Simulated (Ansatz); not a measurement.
## Run report: C₂H₈N₂Si, nudged elastic band

- system: C₂H₈N₂Si
- method: RKS CAM-B3LYP/def2-SVP (Ansatz 0.2.0)

It belongs to a series of runs on one base structure; here: band between the two ends.

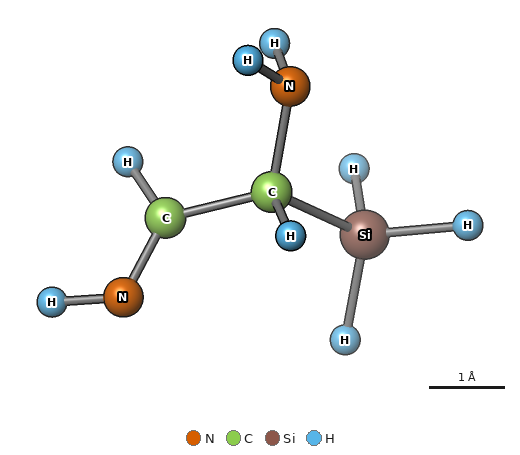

The starting structure (ball-and-stick view, seen at a tilt).

### The input
```yaml
crystal:
  periodic: [false, false, false]
  atoms:
    - { symbol: "N", position_ang: [-2.166113, 0.769101, 0.315126] }
    - { symbol: C, position_ang: [-1.015397, 0.773369, -0.211921] }
    - { symbol: C, position_ang: [0.185684, 0.165967, 0.458049] }
    - { symbol: "N", position_ang: [1.434997, 0.892931, 0.270738] }
    - { symbol: Si, position_ang: [0.486478, -1.639623, -0.073856] }
    - { symbol: H, position_ang: [-2.853388, 1.20807, -0.304091] }
    - { symbol: H, position_ang: [-0.805904, 1.21308, -1.210476] }
    - { symbol: H, position_ang: [-0.046408, 0.107821, 1.534862] }
    - { symbol: H, position_ang: [1.375645, 1.844185, 0.629904] }
    - { symbol: H, position_ang: [1.692597, 0.954094, -0.71296] }
    - { symbol: H, position_ang: [1.002321, -1.64076, -1.47484] }
    - { symbol: H, position_ang: [-0.7738, -2.428455, -0.023339] }
    - { symbol: H, position_ang: [1.503789, -2.254581, 0.817504] }
basis:
  gaussian: { orbitals: def2-SVP }
hamiltonian:
  xc: cam_b3lyp
neb:
  order_check: false
  images: 4
  f_tol: 0.05
  max_iterations: 60
  climbing: false
  final_atoms:
    - { symbol: "N", position_ang: [-1.9595571, 0.17539867, -0.65180392] }
    - { symbol: C, position_ang: [-1.08483691, 0.90240381, -0.0977349] }
    - { symbol: C, position_ang: [0.16394277, 0.30435893, 0.48553397] }
    - { symbol: "N", position_ang: [1.31124902, 1.15282787, 0.15679017] }
    - { symbol: Si, position_ang: [0.35190372, -1.53554671, -0.00182319] }
    - { symbol: H, position_ang: [-2.75742463, 0.7261813, -0.97976317] }
    - { symbol: H, position_ang: [-1.15478678, 2.00366373, -0.00961543] }
    - { symbol: H, position_ang: [0.03567433, 0.3477249, 1.58357713] }
    - { symbol: H, position_ang: [2.12239222, 0.91345226, 0.72202796] }
    - { symbol: H, position_ang: [1.5850818, 1.03807093, -0.81823465] }
    - { symbol: H, position_ang: [0.47662688, -1.64994284, -1.48010787] }
    - { symbol: H, position_ang: [-0.71836282, -2.42852326, 0.51241195] }
    - { symbol: H, position_ang: [1.6485985, -1.98487061, 0.59344195] }
  initial_path:
    images:
      - { positions_ang: [[-2.166113, 0.769101, 0.315126], [-1.015397, 0.773369, -0.211921], [0.185684, 0.165967, 0.458049], [1.434997, 0.892931, 0.270738], [0.486478, -1.639623, -0.073856], [-2.853388, 1.20807, -0.304091], [-0.805904, 1.21308, -1.210476], [-0.046408, 0.107821, 1.534862], [1.375645, 1.844185, 0.629904], [1.692597, 0.954094, -0.71296], [1.002321, -1.64076, -1.47484], [-0.7738, -2.428455, -0.023339], [1.503789, -2.254581, 0.817504]] }
      - { positions_ang: [[-2.04609042, 1.0306096, 0.30918789], [-1.06171262, 0.7086842, -0.24047425], [0.13831451, 0.13218314, 0.44311603], [1.36565756, 0.96897046, 0.25663511], [0.53482727, -1.64088748, -0.09646478], [-2.77983997, 1.42582274, -0.32574392], [-0.99243256, 0.85625513, -1.25820442], [-0.06289509, 0.09187713, 1.51954861], [1.33975828, 1.76919521, 0.83426527], [1.68416339, 0.94485553, -0.68479136], [0.97660721, -1.63094399, -1.50128805], [-0.66699657, -2.48686634, 0.0144775], [1.59114001, -2.20455632, 0.74443638]] }
      - { positions_ang: [[-1.92606785, 1.2921182, 0.30324979], [-1.10802824, 0.64399941, -0.26902751], [0.09094502, 0.09839927, 0.42818305], [1.29631813, 1.04500991, 0.24253222], [0.58317654, -1.64215195, -0.11907357], [-2.70629193, 1.64357548, -0.34739683], [-1.17896112, 0.49943025, -1.30593283], [-0.07938219, 0.07593327, 1.50423521], [1.30387155, 1.69420542, 1.03862654], [1.67572978, 0.93561705, -0.65662272], [0.95089342, -1.62112799, -1.5277361], [-0.56019313, -2.54527768, 0.052294], [1.67849103, -2.15453163, 0.67136876]] }
      - { positions_ang: [[-1.88475667, 1.17337773, 0.1098638], [-1.12191622, 0.66980637, -0.24619029], [0.08659677, 0.12607766, 0.43368004], [1.27156853, 1.09698929, 0.21974266], [0.55626168, -1.6213367, -0.10466701], [-2.68709926, 1.54719774, -0.48253127], [-1.24873767, 0.657547, -1.06576072], [-0.06296572, 0.12391405, 1.51397824], [1.453221, 1.50805887, 1.05705133], [1.65422674, 0.95241244, -0.67767765], [0.84575459, -1.62296455, -1.52878967], [-0.54910569, -2.54529133, 0.15944419], [1.70745293, -2.10058956, 0.62655635]] }
      - { positions_ang: [[-1.92215689, 0.6743882, -0.27097006], [-1.10337657, 0.78610509, -0.17196259], [0.12526977, 0.2152183, 0.45960701], [1.29140878, 1.12490858, 0.18826641], [0.4540827, -1.5784417, -0.0532451], [-2.72226195, 1.13668952, -0.73114722], [-1.20176222, 1.33060537, -0.53768808], [-0.01364569, 0.23581948, 1.54877768], [1.78780661, 1.21075557, 0.88953964], [1.61965427, 0.99524169, -0.74795615], [0.66119074, -1.6364537, -1.50444877], [-0.63373426, -2.4869073, 0.33592807], [1.67802571, -2.04273008, 0.60999915]] }
      - { positions_ang: [[-1.9595571, 0.17539867, -0.65180392], [-1.08483691, 0.90240381, -0.0977349], [0.16394277, 0.30435893, 0.48553397], [1.31124902, 1.15282787, 0.15679017], [0.35190372, -1.53554671, -0.00182319], [-2.75742463, 0.7261813, -0.97976317], [-1.15478678, 2.00366373, -0.00961543], [0.03567433, 0.3477249, 1.58357713], [2.12239222, 0.91345226, 0.72202796], [1.5850818, 1.03807093, -0.81823465], [0.47662688, -1.64994284, -1.48010787], [-0.71836282, -2.42852326, 0.51241195], [1.6485985, -1.98487061, 0.59344195]] }
```

Run on 2 threads of Arm Neoverse V2, 24 GiB of memory available, shared host.

Command:
```bash
ansatz run input.yaml --threads 2 --pin off --max-ram 3072MiB --backend cpu --events-out ev --progress --plain --runs-dir out
```

### Output
```
Engine: ansatz 0.2.0, aarch64-unknown-linux-gnu
Functional definition: CAM-B3LYP
  parameter alpha = 0.19
  parameter beta = 0.46
  parameter omega = 0.33/bohr
  parameter ac = 0.81
  exchange = (1 - alpha - beta)*b88_x + beta*b88_x_sr(omega) + alpha*exact_x + beta*exact_x_lr(omega)
  correlation = (1 - ac)*vwn5_c + ac*lyp_c
1269 factors; integrals over basis functions are off by at most 4.1e-4 eV
425 factors; integrals over basis functions are off by at most 5.5e-7 eV
mean field evaluation 1: about -13046.0869 eV, gradient 5.2e1 eV
mean field evaluation 2: about -13045.3312 eV, gradient 5.7e1 eV
mean field evaluation 4: about -13052.0195 eV, gradient 3.1e0 eV
mean field evaluation 8: about -13052.0671 eV, gradient 2.2e-1 eV
mean field evaluation 16: about -13052.0672 eV, gradient 2.3e-5 eV
mean field -13052.06723421 eV, -479.6546238482 hartree, gradient 2.3e-5 eV, S^2 0.000000; 0 other end points of the search recorded, 0 dependent functions left out
the calculation of the forces begins
reference -13052.06736992 eV, -479.6546288357 hartree; 24, 24 occupied and 90, 90 virtual orbitals, 1269 factors
1269 factors; integrals over basis functions are off by at most 6.8e-4 eV
425 factors; integrals over basis functions are off by at most 5.4e-7 eV
mean field evaluation 32: about -13052.1301 eV, gradient 6.2e-5 eV
mean field -13052.13014949 eV, -479.6569359424 hartree, gradient 6.2e-5 eV, S^2 0.000000; 0 other end points of the search recorded, 0 dependent functions left out
[... from here on the field's lines of each further geometry are left out, up to the last ...]
NEB iter   1: max|band force component| = 1.429e2 eV/Å  barrier→ = 33.0351 eV  barrier← = 33.0980 eV  Δτ_max = 0.1954 Å  (164 SCF iters)
NEB iter   2: max|band force component| = 3.714e1 eV/Å  barrier→ = 8.6152 eV  barrier← = 8.6781 eV  Δτ_max = 0.1988 Å  (137 SCF iters)
NEB iter   3: max|band force component| = 2.060e1 eV/Å  barrier→ = 4.2233 eV  barrier← = 4.2862 eV  Δτ_max = 0.1916 Å  (132 SCF iters)
NEB iter   4: max|band force component| = 5.558e0 eV/Å  barrier→ = 1.0938 eV  barrier← = 1.1567 eV  Δτ_max = 0.1976 Å  (135 SCF iters)
NEB iter   5: max|band force component| = 1.932e0 eV/Å  barrier→ = 0.3471 eV  barrier← = 0.4100 eV  Δτ_max = 0.1996 Å  (124 SCF iters)
NEB iter   6: max|band force component| = 1.545e0 eV/Å  barrier→ = 0.3105 eV  barrier← = 0.3734 eV  Δτ_max = 0.1987 Å  (125 SCF iters)
NEB iter   7: max|band force component| = 1.474e0 eV/Å  barrier→ = 0.2834 eV  barrier← = 0.3463 eV  Δτ_max = 0.1015 Å  (130 SCF iters)
NEB iter   8: max|band force component| = 1.385e0 eV/Å  barrier→ = 0.1558 eV  barrier← = 0.2187 eV  Δτ_max = 0.1006 Å  (126 SCF iters)
NEB iter   9: max|band force component| = 8.608e-1 eV/Å  barrier→ = 0.0900 eV  barrier← = 0.1530 eV  Δτ_max = 0.0837 Å  (126 SCF iters)
NEB iter  10: max|band force component| = 3.697e-1 eV/Å  barrier→ = 0.0752 eV  barrier← = 0.1381 eV  Δτ_max = 0.1000 Å  (126 SCF iters)
NEB iter  11: max|band force component| = 3.033e-1 eV/Å  barrier→ = 0.0744 eV  barrier← = 0.1373 eV  Δτ_max = 0.0832 Å  (125 SCF iters)
NEB iter  12: max|band force component| = 1.896e-1 eV/Å  barrier→ = 0.0723 eV  barrier← = 0.1352 eV  Δτ_max = 0.0591 Å  (123 SCF iters)
NEB iter  13: max|band force component| = 1.091e-1 eV/Å  barrier→ = 0.0700 eV  barrier← = 0.1330 eV  Δτ_max = 0.0658 Å  (126 SCF iters)
NEB iter  14: max|band force component| = 7.760e-2 eV/Å  barrier→ = 0.0678 eV  barrier← = 0.1307 eV  Δτ_max = 0.0213 Å  (125 SCF iters)
the calculation of the forces begins
reference -13052.09344307 eV, -479.6555870060 hartree; 24, 24 occupied and 90, 90 virtual orbitals, 1269 factors
1269 factors; integrals over basis functions are off by at most 5.1e-4 eV
425 factors; integrals over basis functions are off by at most 5.3e-7 eV
mean field -13051.99978405 eV, -479.6521451006 hartree, gradient 1.7e-5 eV, S^2 0.000000; 1 other end points of the search recorded, 0 dependent functions left out
the calculation of the forces begins
reference -13051.99991919 eV, -479.6521500669 hartree; 24, 24 occupied and 90, 90 virtual orbitals, 1269 factors
NEB iter  15: max|band force component| = 3.741e-2 eV/Å  barrier→ = 0.0675 eV  barrier← = 0.1304 eV  Δτ_max = 0.0000 Å  (241 SCF iters)
```

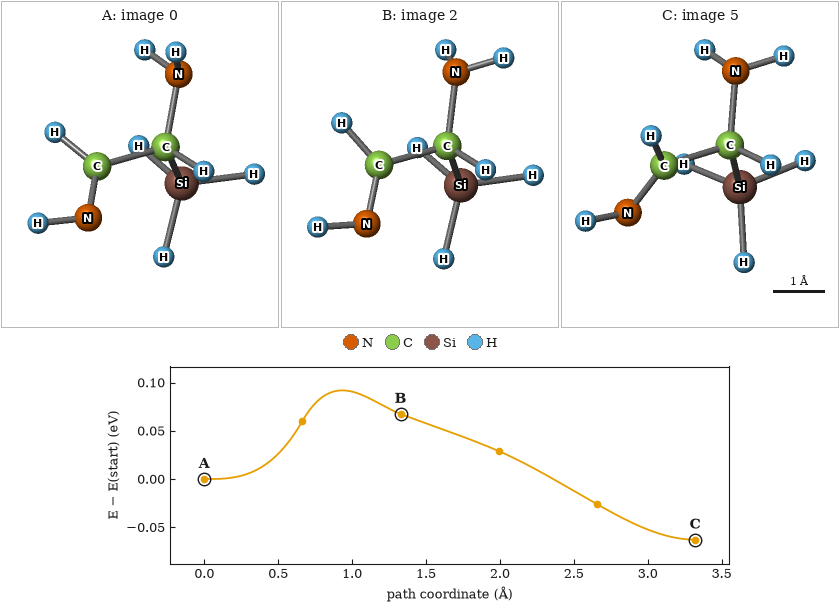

Images of the last band (counted from 0; ball-and-stick, seen at a tilt) above the energy along the path; the line is a cubic interpolation that uses the forces. The highest image is number 2, 0.067 eV above the start and 0.130 eV above the end; the end lies 0.063 eV below the start. The path is 3.32 Å long. The band converged in 15 iterations.

```
Total energy: -13051.99991919 eV, -479.6521500669 hartree
Atom 0 at    -2.260745     0.512034     0.147877 Å, force    -0.027251    -0.024360    -0.037201 eV/Å
Atom 1 at    -1.102658     0.821899    -0.254673 Å, force     0.030746    -0.018699     0.006593 eV/Å
Atom 2 at     0.146074     0.289041     0.400197 Å, force    -0.030699     0.007685     0.000936 eV/Å
Atom 3 at     1.296206     1.137842     0.091445 Å, force     0.009365     0.015213    -0.016435 eV/Å
Atom 4 at     0.439002    -1.549146    -0.034979 Å, force    -0.007412     0.029895    -0.006774 eV/Å
Atom 5 at    -2.976463     0.960625    -0.429993 Å, force    -0.010982    -0.000861     0.009374 eV/Å
Atom 6 at    -0.894859     1.493302    -1.110774 Å, force    -0.027915     0.014216     0.004597 eV/Å
Atom 7 at    -0.047464     0.303128     1.485236 Å, force     0.012119     0.018854    -0.000755 eV/Å
Atom 8 at     1.898905     1.289864     0.892946 Å, force     0.029611    -0.046924     0.019242 eV/Å
Atom 9 at     1.866628     0.785931    -0.673627 Å, force     0.012372    -0.016765     0.010036 eV/Å
Atom 10 at     0.904275    -1.613512    -1.452706 Å, force    -0.002512    -0.000427     0.002168 eV/Å
Atom 11 at    -0.779434    -2.384807     0.123968 Å, force     0.007299     0.005248     0.014199 eV/Å
Atom 12 at     1.531034    -2.081004     0.829783 Å, force     0.005258     0.016926    -0.005981 eV/Å
Dipole moment:     0.306309     0.105448    -0.124343 e Å
this run last wrote the band of iteration 15 to [file]
```

### The last band as extended XYZ (Å, eV, eV/Å)
```
13
Properties=species:S:1:pos:R:3:forces:R:3 image=0 energy=-13052.06723
N    -2.1661    0.7691    0.3151    0.0091  -0.0078  -0.0059
C    -1.0154    0.7734   -0.2119   -0.0108   0.0091  -0.0016
C     0.1857    0.1660    0.4580   -0.0020  -0.0022   0.0124
N     1.4350    0.8929    0.2707    0.0041   0.0073  -0.0073
Si    0.4865   -1.6396   -0.0739    0.0018  -0.0059   0.0033
H    -2.8534    1.2081   -0.3041   -0.0008   0.0045   0.0003
H    -0.8059    1.2131   -1.2105   -0.0007  -0.0032   0.0001
H    -0.0464    0.1078    1.5349   -0.0014  -0.0061  -0.0015
H     1.3756    1.8442    0.6299    0.0029   0.0007   0.0006
H     1.6926    0.9541   -0.7130   -0.0007   0.0001   0.0001
H     1.0023   -1.6408   -1.4748   -0.0014   0.0016   0.0009
H    -0.7738   -2.4285   -0.0233   -0.0013   0.0026  -0.0012
H     1.5038   -2.2546    0.8175    0.0012  -0.0005  -0.0002
13
Properties=species:S:1:pos:R:3:forces:R:3 image=1 energy=-13052.00709
N    -2.2142    0.5432    0.1640    0.0199   0.0270   0.0141
C    -1.0429    0.8322   -0.2201    0.0393  -0.0024   0.0006
C     0.1711    0.2243    0.4367    0.0290  -0.0456   0.0258
N     1.4630    0.8412    0.2087    0.0846  -0.1697   0.0702
Si    0.4325   -1.6005   -0.0430   -0.0079  -0.0413   0.0030
H    -2.9234    1.0046   -0.4116    0.0368   0.0249  -0.0170
H    -0.8288    1.5004   -1.0806    0.0388   0.0115   0.0166
H    -0.0294    0.2054    1.5200    0.0043  -0.0490   0.0150
H     1.6725    1.6635    0.7597   -0.1254   0.2138  -0.0765
H     1.7261    0.9573   -0.7633   -0.0739   0.0932  -0.0447
H     0.8909   -1.6320   -1.4637   -0.0058  -0.0104   0.0011
H    -0.8023   -2.4180    0.0863   -0.0237  -0.0141  -0.0144
H     1.5053   -2.1564    0.8215   -0.0160  -0.0377   0.0063
13
Properties=species:S:1:pos:R:3:forces:R:3 image=2 energy=-13051.99978
N    -2.2607    0.5120    0.1479   -0.0273  -0.0244  -0.0372
C    -1.1027    0.8219   -0.2547    0.0307  -0.0187   0.0066
C     0.1461    0.2890    0.4002   -0.0307   0.0077   0.0009
N     1.2962    1.1378    0.0914    0.0094   0.0152  -0.0164
Si    0.4390   -1.5491   -0.0350   -0.0074   0.0299  -0.0068
H    -2.9765    0.9606   -0.4300   -0.0110  -0.0009   0.0094
H    -0.8949    1.4933   -1.1108   -0.0279   0.0142   0.0046
H    -0.0475    0.3031    1.4852    0.0121   0.0189  -0.0008
H     1.8989    1.2899    0.8929    0.0296  -0.0469   0.0192
H     1.8666    0.7859   -0.6736    0.0124  -0.0168   0.0100
H     0.9043   -1.6135   -1.4527   -0.0025  -0.0004   0.0022
H    -0.7794   -2.3848    0.1240    0.0073   0.0052   0.0142
H     1.5310   -2.0810    0.8298    0.0053   0.0169  -0.0060
13
Properties=species:S:1:pos:R:3:forces:R:3 image=3 energy=-13052.03828
N    -2.2281    0.3213   -0.0901    0.0121  -0.0371  -0.0162
C    -1.0957    0.8691   -0.2230    0.0001   0.0033  -0.0020
C     0.1451    0.3071    0.4256   -0.0257   0.0043  -0.0118
N     1.3136    1.1323    0.1173    0.0264   0.0078   0.0107
Si    0.4098   -1.5347   -0.0053    0.0056  -0.0351   0.0138
H    -2.9521    0.8498   -0.5823   -0.0011   0.0067  -0.0257
H    -0.9124    1.7904   -0.8102    0.0047   0.0196   0.0408
H    -0.0325    0.3551    1.5133   -0.0008   0.0016  -0.0020
H     2.0245    1.0582    0.8398    0.0089  -0.0101  -0.0129
H     1.7523    0.8621   -0.7617   -0.0086   0.0075  -0.0135
H     0.8055   -1.6064   -1.4438   -0.0209   0.0146   0.0074
H    -0.7694   -2.4036    0.2323   -0.0109   0.0013   0.0138
H     1.5599   -2.0355    0.8029    0.0102   0.0156  -0.0025
13
Properties=species:S:1:pos:R:3:forces:R:3 image=4 energy=-13052.09331
N    -2.1203    0.1914   -0.3932    0.0184   0.0061  -0.0361
C    -1.0919    0.8927   -0.1662   -0.0246  -0.0287   0.0133
C     0.1467    0.3039    0.4532    0.0073  -0.0359   0.0113
N     1.3103    1.1402    0.1593    0.0307   0.0042  -0.0141
Si    0.3879   -1.5350   -0.0144   -0.0005   0.0255   0.0011
H    -2.8801    0.7611   -0.7742    0.0119  -0.0107  -0.0342
H    -1.0103    1.9737   -0.3889   -0.0083   0.0354   0.0492
H    -0.0206    0.3442    1.5450    0.0016   0.0162  -0.0017
H     2.0660    0.9732    0.8185    0.0026  -0.0100  -0.0042
H     1.6827    0.9536   -0.7711   -0.0199   0.0102  -0.0030
H     0.6602   -1.5897   -1.4794   -0.0208  -0.0095  -0.0020
H    -0.7302   -2.4450    0.3342    0.0004  -0.0073   0.0263
H     1.6201   -1.9990    0.6919    0.0011   0.0045  -0.0059
13
Properties=species:S:1:pos:R:3:forces:R:3 image=5 energy=-13052.13015
N    -1.9596    0.1754   -0.6518    0.0006  -0.0003   0.0000
C    -1.0848    0.9024   -0.0977   -0.0051   0.0017  -0.0032
C     0.1639    0.3044    0.4855    0.0035   0.0006   0.0042
N     1.3112    1.1528    0.1568   -0.0012  -0.0024  -0.0006
Si    0.3519   -1.5355   -0.0018    0.0002   0.0013   0.0017
H    -2.7574    0.7262   -0.9798   -0.0010   0.0003  -0.0005
H    -1.1548    2.0037   -0.0096    0.0025  -0.0017   0.0014
H     0.0357    0.3477    1.5836    0.0008  -0.0013  -0.0012
H     2.1224    0.9135    0.7220   -0.0003   0.0006   0.0007
H     1.5851    1.0381   -0.8182    0.0005   0.0011  -0.0014
H     0.4766   -1.6499   -1.4801    0.0001  -0.0006  -0.0005
H    -0.7184   -2.4285    0.5124    0.0002   0.0003  -0.0004
H     1.6486   -1.9849    0.5934   -0.0009   0.0004  -0.0002
```

### Summary

```csv
quantity,value
outcome,converged
"barrier, forward",0.068 eV
"barrier, backward",0.130 eV
wall time,3.2 min (CPU time 6.3 min)
peak memory,0.32 GiB
```

### Remarks

The order of the saddle point was not checked.
